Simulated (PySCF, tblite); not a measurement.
# C4H7FSSi: geometry, infrared bands and NMR shifts

Aim: predict the infrared bands and NMR shifts of C4H7FSSi (`F[Si@@H]1CCC(=S)C1`).

Programs: tblite 0.8.0 and PySCF 2.14.0, with density-fitted response routines of our own. Each step states its level of theory. These are calculated values for one molecule in the gas phase, unless marked as measured. Atoms are numbered from 0 throughout.

### Step 1. Starting geometry

14 atoms, charge 0, multiplicity 1; geometry from: force field or distance geometry start.

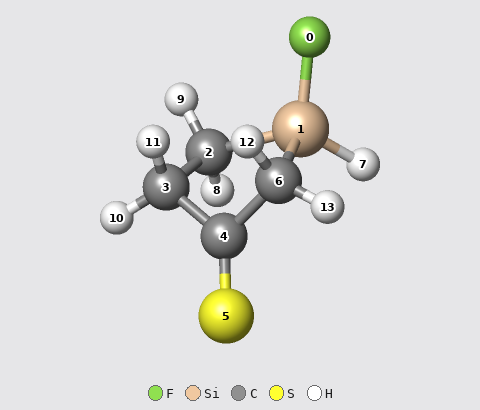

As it starts; fluorine green, silicon light orange, carbon grey, sulfur yellow, hydrogen white, atoms numbered.

### Step 2. Relaxing the molecule with GFN2-xTB

What the job is given:

```
{"job": {"kind": "relax", "xc": "GFN2-xTB", "basis": "xTB"}, "charge": 0, "multiplicity": 1}
F     -2.579800    -0.507100    -0.677900
Si    -1.319900    -0.306000     0.370300
C     -0.395400     1.307700     0.031400
C      0.887900     0.745000    -0.574500
C      1.226500    -0.453000     0.295200
S      2.320200    -0.615900     1.184900
C      0.139200    -1.450300    -0.019600
H     -1.682000    -0.381800     1.787600
H     -0.238200     1.876500     0.943400
H     -0.954500     1.898700    -0.716900
H      1.679700     1.483000    -0.616500
H      0.630700     0.339800    -1.557000
H      0.114400    -1.602900    -1.082500
H      0.170600    -2.334100     0.609900
```

Run with:

```sh
> OMP_NUM_THREADS=1 python probes_run.py task.json out
```

One launch serves the whole session: the jobs run in the order shown.

Log:

```text
step      E/eV     max force
  0    -593.77277   14.858
  1    -594.25227    8.220
  2    -594.89257    3.954
  3    -595.08449    2.155
  4    -595.13170    0.540
  5    -595.15432    0.487
  6    -595.22066    0.410
  7    -595.23233    0.315
  8    -595.26096    0.389
  9    -595.27762    0.421
 10    -595.29300    0.303
 11    -595.30192    0.230
 12    -595.30885    0.235
 13    -595.31397    0.228
 14    -595.31846    0.163
 15    -595.32134    0.167
 16    -595.32360    0.160
 17    -595.32597    0.143
 18    -595.32828    0.134
 19    -595.33028    0.134
 20    -595.33244    0.133
 21    -595.33549    0.159
 22    -595.34010    0.231
 23    -595.34615    0.287
 24    -595.35237    0.270
 25    -595.35746    0.195
 26    -595.36129    0.162
 27    -595.36460    0.171
 28    -595.36736    0.143
 29    -595.36961    0.112
 30    -595.37122    0.110
 31    -595.37209    0.118
 32    -595.37291    0.100
 33    -595.37342    0.076
 34    -595.37392    0.036
 35    -595.37415    0.038
 36    -595.37452    0.039
 37    -595.37471    0.034
 38    -595.37484    0.029
 39    -595.37493    0.025
 40    -595.37503    0.027
 41    -595.37513    0.023
 42    -595.37522    0.022
 43    -595.37529    0.019
 44    -595.37534    0.018
 45    -595.37538    0.013
 46    -595.37540    0.012
 47    -595.37543    0.013
 48    -595.37546    0.018
 49    -595.37551    0.019
 50    -595.37555    0.015
 51    -595.37557    0.012
 52    -595.37559    0.012
 53    -595.37561    0.014
 54    -595.37564    0.016
 55    -595.37568    0.015
 56    -595.37571    0.016
 57    -595.37575    0.019
 58    -595.37582    0.024
 59    -595.37589    0.025
 60    -595.37594    0.017
 61    -595.37597    0.015
 62    -595.37600    0.016
 63    -595.37606    0.023
 64    -595.37614    0.032
 65    -595.37624    0.029
 66    -595.37631    0.024
 67    -595.37636    0.023
 68    -595.37641    0.021
 69    -595.37648    0.030
 70    -595.37657    0.028
 71    -595.37666    0.024
 72    -595.37674    0.023
 73    -595.37681    0.019
 74    -595.37685    0.017
 75    -595.37688    0.010
```

Run time: 0.84 s. Hardware: 1 thread of Arm Neoverse N1, shared host; peak memory 0.18 GiB.

Along the way: (not every step is listed)

```
step  energy from step 0 (eV)  largest force (eV/Å)
   0                   0.0000               14.8581
   1                  -0.4795                8.2198
   2                  -1.1198                3.9541
   3                  -1.3117                2.1547
   4                  -1.3589                0.5398
   5                  -1.3815                0.4868
   6                  -1.4479                0.4099
   7                  -1.4596                0.3146
   8                  -1.4882                0.3886
  14                  -1.5457                0.1635
  20                  -1.5597                0.1326
  26                  -1.5885                0.1615
  32                  -1.6001                0.0995
  38                  -1.6021                0.0295
  44                  -1.6026                0.0184
  50                  -1.6028                0.0146
  56                  -1.6029                0.0157
  62                  -1.6032                0.0155
  68                  -1.6036                0.0208
  70                  -1.6038                0.0282
  71                  -1.6039                0.0239
  72                  -1.6040                0.0229
  73                  -1.6040                0.0191
  74                  -1.6041                0.0171
  75                  -1.6041                0.0096
```

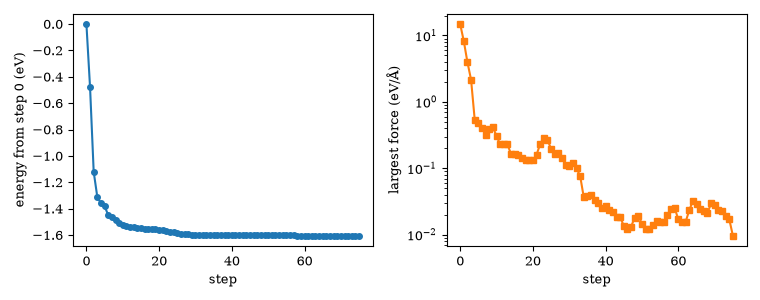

Energy and force, step by step.

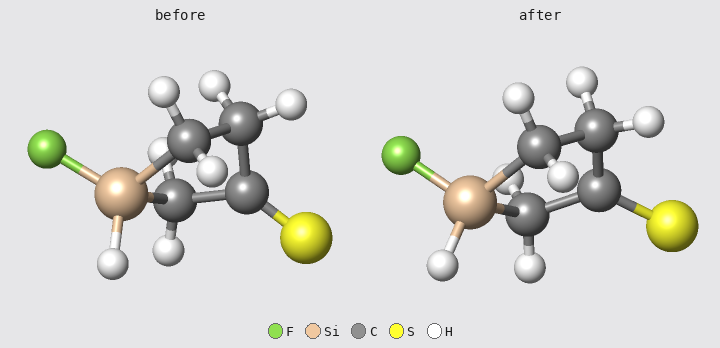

The geometry before (left) and after (right).

Distances of close pairs at the start and the end, largest changes first:

```
  bond  before (Å)  after (Å)  change (Å)
 C4–S5       1.419      1.621      +0.202
F0–Si1       1.651      1.618      -0.033
 C3–C4       1.519      1.497      -0.022
C6–H12       1.074      1.094      +0.020
 C4–C6       1.509      1.489      -0.019
 C2–H9       1.105      1.089      -0.017
Si1–H7       1.465      1.449      -0.016
 C2–C3       1.527      1.540      +0.013
```

The next job starts from the end point, and lists it.

### Step 3. Infrared spectrum with GFN2-xTB

What the job is given:

```
{"job": {"kind": "ir", "xc": "GFN2-xTB", "basis": "xTB"}, "charge": 0, "multiplicity": 1}
F     -2.529653    -0.592438    -0.734892
Si    -1.417937    -0.293435     0.401858
C     -0.449325     1.297015     0.007767
C      0.909357     0.822443    -0.539485
C      1.251205    -0.494112     0.084925
S      2.714165    -0.843771     0.689905
C      0.091549    -1.427102     0.141013
H     -2.124657    -0.390762     1.662720
H     -0.283920     1.884667     0.910446
H     -0.945006     1.952494    -0.706125
H      1.702311     1.550775    -0.368051
H      0.829835     0.664479    -1.620131
H     -0.004779    -1.921110    -0.830310
H      0.256176    -2.209615     0.878195
```

Log:

```text
mode    cm-1     km/mol
  1      50.7      5.00
  2      88.7      4.46
  3     165.0     13.98
  4     205.6      9.39
  5     317.4      8.70
  6     344.3      7.46
  7     405.8     15.68
  8     510.0      9.77
  9     564.0     90.85
 10     624.4     76.37
 11     680.3     23.75
 12     721.0      5.41
 13     742.0     55.71
 14     766.3     90.55
 15     816.2    102.90
 16     837.0    272.31
 17     906.8     10.17
 18    1015.5     12.59
 19    1029.9     13.73
 20    1078.2      7.87
 21    1139.2     56.50
 22    1147.7     68.11
 23    1200.9     18.47
 24    1251.8      6.52
 25    1261.5     43.83
 26    1328.3    100.07
 27    1428.1     14.08
 28    1456.5      3.27
 29    1475.4      7.65
 30    2389.5    262.76
 31    2933.6      5.96
 32    2938.8      9.94
 33    2995.4     20.24
 34    3002.9     30.60
 35    3014.0      9.38
 36    3026.2     11.47
```

Run time: 0.8 s. Hardware: 1 thread of Arm Neoverse N1, shared host; peak memory 0.18 GiB.

Which atoms move in the most intense modes:

```
cm⁻¹  km/mol                                 atoms
 564    90.8                               H7 85 %
 624    76.4                               H7 75 %
 766    90.5                     C6 35 %, Si1 26 %
 816   102.9   Si1 17 %, H9 17 %, C3 15 %, F0 14 %
 837   272.3            Si1 33 %, F0 23 %, C6 12 %
1148    68.1  H13 24 %, C6 23 %, C4 20 %, H12 17 %
1328   100.1            C4 37 %, H10 24 %, C3 15 %
2390   262.8                               H7 97 %
```

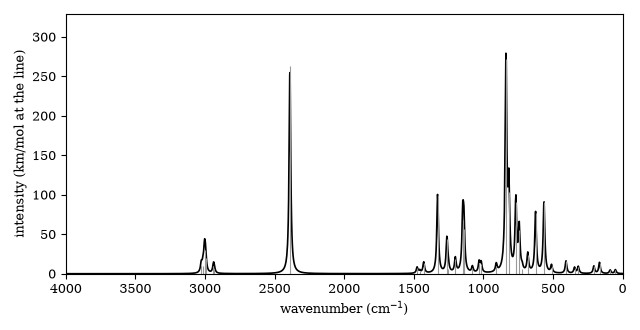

The infrared spectrum from these modes, unscaled. Lines are broadened to a width of 14 cm⁻¹ (Lorentzian).

### Step 4. Shielding tensors: PBE0/pcSseg-1

The job, as its differences from that of step 3:

```diff
@@ -1,2 +1,2 @@
-{"job": {"kind": "ir", "xc": "GFN2-xTB", "basis": "xTB"}, "charge": 0, "multiplicity": 1}
+{"job": {"kind": "nmr", "xc": "PBE0", "basis": "pcSseg-1"}, "charge": 0, "multiplicity": 1}
 F     -2.529653    -0.592438    -0.734892
```

Method: GIAO PBE0/pcSseg-1 NMR shielding, non-relativistic, gas phase.

Log:

```text
coarse grid: 13024 points
cycle   1  E = -943.4857283345  dE =  8.359e-01  |g| = 6.404e-01  |ddm| = 3.556e+00
cycle   2  E = -943.3986749885  dE =  8.705e-02  |g| = 9.681e-01  |ddm| = 1.382e+00
cycle   3  E = -943.5655399394  dE = -1.669e-01  |g| = 1.548e-01  |ddm| = 9.050e-01
cycle   4  E = -943.5709620836  dE = -5.422e-03  |g| = 5.784e-02  |ddm| = 2.107e-01
cycle   5  E = -943.5717992615  dE = -8.372e-04  |g| = 2.079e-02  |ddm| = 8.620e-02
cycle   6  E = -943.5718935457  dE = -9.428e-05  |g| = 2.914e-03  |ddm| = 2.146e-02
cycle   7  E = -943.5718950934  dE = -1.548e-06  |g| = 1.200e-03  |ddm| = 4.019e-03
final grid: 117712 points
cycle   8  E = -943.6207195022  dE = -2.337e-05  |g| = 1.035e-02  |ddm| = 2.957e-02
cycle   9  E = -943.6206460976  dE =  7.340e-05  |g| = 1.923e-02  |ddm| = 2.982e-02
cycle  10  E = -943.6207459770  dE = -9.988e-05  |g| = 2.564e-03  |ddm| = 2.246e-02
cycle  11  E = -943.6207476379  dE = -1.661e-06  |g| = 2.456e-04  |ddm| = 2.574e-03
cycle  12  E = -943.6207476512  dE = -1.330e-08  |g| = 6.348e-05  |ddm| = 3.258e-04
cycle  13  E = -943.6207476519  dE = -6.617e-10  |g| = 3.446e-05  |ddm| = 7.745e-05
cycle  14  E = -943.6207476521  dE = -2.328e-10  |g| = 4.940e-06  |ddm| = 3.218e-05
converged SCF energy = -943.6207476521

GIAO shielding tensors (ppm)
atom      isotropic    diamagn.    paramagn.     s11        s22        s33       span
  0 F      369.358     467.085     -97.727    356.987    367.892    383.195     26.208
  1 Si     317.703     876.725    -559.022    267.050    317.799    368.262    101.212
  2 C      168.184     254.783     -86.599    153.174    172.203    179.177     26.003
  3 C      133.536     247.729    -114.193    111.456    119.963    169.190     57.735
  4 C      -92.364     260.849    -353.213   -255.664   -148.438    127.009    382.673
  5 S     -499.617    1056.631   -1556.248  -1713.176   -363.627    577.951   2291.128
  6 C      140.205     254.851    -114.646    110.812    135.095    174.707     63.895
  7 H       26.217      27.904      -1.687     22.821     24.361     31.470      8.649
  8 H       30.583      30.668      -0.085     25.562     28.963     37.224     11.662
  9 H       30.161      30.035       0.126     26.186     27.887     36.411     10.224
 10 H       28.262      30.930      -2.668     23.799     28.450     32.536      8.737
 11 H       28.325      30.412      -2.087     25.593     26.969     32.413      6.820
 12 H       28.757      29.901      -1.143     25.870     27.138     33.264      7.394
 13 H       28.507      30.495      -1.988     25.022     28.878     31.622      6.601
```

It took 46 s on 1 thread of Arm Neoverse N1, shared host; peak memory 0.77 GiB.

The references, computed at this level on geometries of the same kind, shield at (ppm): 1H TMS 31.72, 13C TMS 186.9, 29Si TMS 349.2, 19F CFCl3 170.9, 33S CS2 504. Their shielding less the atom's gives the shift. The references are single molecules in the gas phase, so shifts against H2O, NH3, PH3, H3PO4 or CFCl3 are not on the usual liquid scales and can be off by tens of ppm.

```
atoms                                                   environment  σ (ppm)  δ (ppm)  δ scaled to CDCl3
   C4                                           thiocarbonyl carbon    -92.4    279.3              266.3
   C3                                             sp3 CH2 in a ring    133.5     53.4               50.2
   C6                                          sp3 CH2 bonded to Si    140.2     46.7               43.7
   C2                                          sp3 CH2 bonded to Si    168.2     18.7               16.4
   H7  hydrogen on a silicon bonded to 2 C, F, in a 5-membered ring    26.22     5.50                  –
  H10                              hydrogen on an sp3 CH2 in a ring    28.26     3.46               3.36
  H11                              hydrogen on an sp3 CH2 in a ring    28.33     3.39               3.30
  H13                           hydrogen on an sp3 CH2 bonded to Si    28.51     3.21               3.13
  H12                           hydrogen on an sp3 CH2 bonded to Si    28.76     2.96               2.90
   H9                           hydrogen on an sp3 CH2 bonded to Si    30.16     1.56               1.57
   H8                           hydrogen on an sp3 CH2 bonded to Si    30.58     1.13               1.17
   F0                                         fluorine bonded to Si    369.4   -198.4                  –
  Si1             silicon bonded to 2 C, F, H, in a 5-membered ring    317.7     31.5                  –
   S5                                                 thione sulfur     -500     1003                  –
```

The scaled column applies a straight-line fit of computed shieldings to shifts measured in CDCl3, with any fitted terms for Cl, Br or S neighbours, and one for carbons that bear F (root-mean-square error 0.16 ppm for H, 1.9 ppm for C).

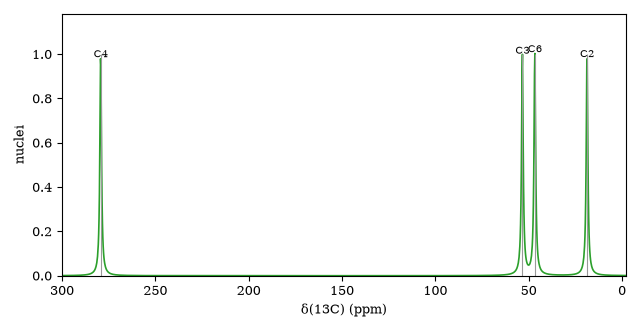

13C lines at the computed shifts, without couplings. Lines are broadened to a width of 1 ppm (Lorentzian).

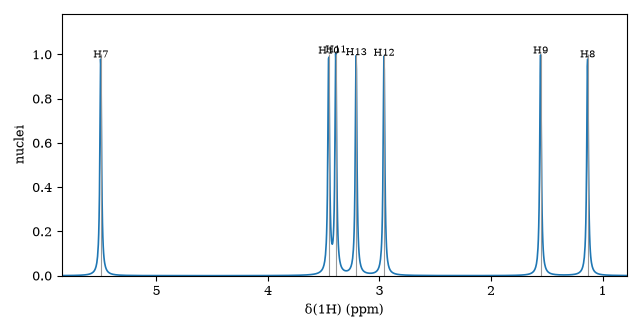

1H lines at the computed shifts, without couplings. Lines are broadened to a width of 0.02 ppm (Lorentzian).

Charges from the same density, by scheme (e):

```
atoms  Mulliken    IAO  Hirshfeld  ESP fit
   F0     -0.42  -0.53      -0.21    -0.34
  Si1      1.09   1.21       0.46     0.68
   C2     -0.57  -0.58      -0.16    -0.24
   C3     -0.10  -0.27      -0.07     0.14
   C4     -0.37  -0.02       0.05    -0.03
   S5     -0.05  -0.09      -0.13    -0.21
   C6     -0.43  -0.59      -0.17    -0.19
```

Mulliken charges:

F0 -0.42; Si1 1.09; C2 -0.57; C3 -0.10; C4 -0.37; S5 -0.05; C6 -0.43; H7 -0.10; H8 0.16; H9 0.16; H10 0.14; H11 0.15; H12 0.19; H13 0.16

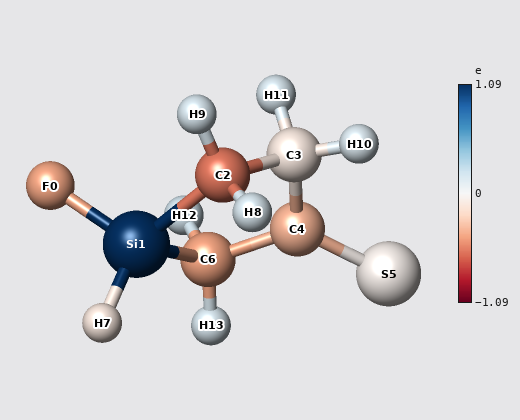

Mulliken charges, as colours on the atoms.

Mayer bond orders: F0–Si1 0.94, Si1–C2 0.89, C2–C3 1.01, C3–C4 0.96, C4–S5 1.92, C4–C6 0.99, C6–Si1 0.87.

Ring of atoms Si1, C2, C3, C4, C6: NICS(0) 1.4, NICS(1) -2.1, NICS(1)zz 0.0 ppm (means of both faces; NICS(1) differs between them: -4.8 and 0.5).

The two faces differ (NICS(1)zz -4.7 and 4.8 ppm).

### Step 5. Outcome

| quantity | value |
| --- | --- |
| strongest single infrared mode (GFN2-xTB) | 837 cm⁻¹, 272 km/mol |
| zero-point energy (GFN2-xTB) | 62.7 kcal/mol |
| 13C shifts against TMS (PBE0/pcSseg-1) | 279.3, 53.4, 46.7, 18.7 ppm |
| 1H shifts against TMS (PBE0/pcSseg-1) | 5.50, 3.46, 3.39, 3.21, 2.96, 1.56, 1.13 ppm |
| 19F shifts against CFCl3 (PBE0/pcSseg-1) | -198.4 ppm |
| 29Si shifts against TMS (PBE0/pcSseg-1) | 31.5 ppm |
| 33S shifts against CS2 (PBE0/pcSseg-1) | 1003 ppm |

The optimisation took 75 steps and gained 1.604 eV; among the close pairs (by a distance rule), C4–S5 changed most, from 1.419 to 1.621 Å. All 36 modes are real, so the xTB geometry is a minimum. The strongest single mode, at 837 cm⁻¹, is spread over many atoms; the largest shares are those of Si1, F0. GFN2-xTB is a fitted tight-binding method: band positions and strengths are rough. Its intensities can rank the bands wrongly. The most deshielded carbon is C4 (thiocarbonyl carbon), at 279.3 ppm: the small n→π* gap of C=S deshields it strongly. At PBE0/pcSseg-1: Shielding is most anisotropic at S5 (span 2291 ppm, paramagnetic term -1556 ppm).
